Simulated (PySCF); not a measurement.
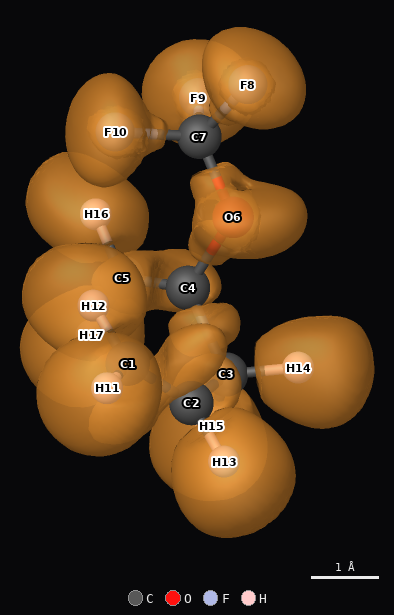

Figure 1: C6H7F3O (SMILES C=CCC(=C)OC(F)(F)F). Isosurface of the electron localisation function at 0.75 (orange), seen at an oblique angle. Only the valence region is drawn (cores and ρ < 0.01 e/Å³ removed).

Geometry: GFN2-xTB.

Method: PySCF, PBE0/pcSseg-1, SCF density, gas phase, non-relativistic.

Input

```
{"job": {"kind": "nmr", "xc": "PBE0", "basis": "pcSseg-1"}, "charge": 0, "multiplicity": 1}
C      1.903338    -1.060449     0.504557
C      1.970615     0.245456     0.674496
C      0.918400     1.244984     0.273309
C     -0.342140     0.607201    -0.218962
C     -0.688445     0.442082    -1.481415
O     -1.114997     0.187214     0.883858
C     -2.110350    -0.654372     0.712482
F     -2.580818    -1.018511     1.901893
F     -3.156714    -0.152305     0.029560
F     -1.772025    -1.784944     0.067287
H      2.699994    -1.709411     0.824889
H      1.057514    -1.542371     0.043284
H      2.840467     0.691559     1.138312
H      0.676592     1.858418     1.145112
H      1.322777     1.898664    -0.502100
H     -1.597919    -0.032802    -1.801262
H     -0.033286     0.791619    -2.256823
```

Command:

```sh
OMP_NUM_THREADS=1 python probes_run.py task.json out
```

Describe the localisation domains.

Answer. At this value the surface marks out four regions between bonded C–C atoms (shared pairs), seven regions around hydrogen nuclei, three regions on F in which the atom's valence shell and bonds are merged and one region on O in which the atom's valence shell and bonds are merged. Profiles from the grid: C–O (1.31 Å): the ELF peaks at about 0.90 between the atoms: a shared but strongly polarised pair. C–C (1.32 Å): the ELF peaks at about 0.95 between the atoms; a short, multiple covalent bond.
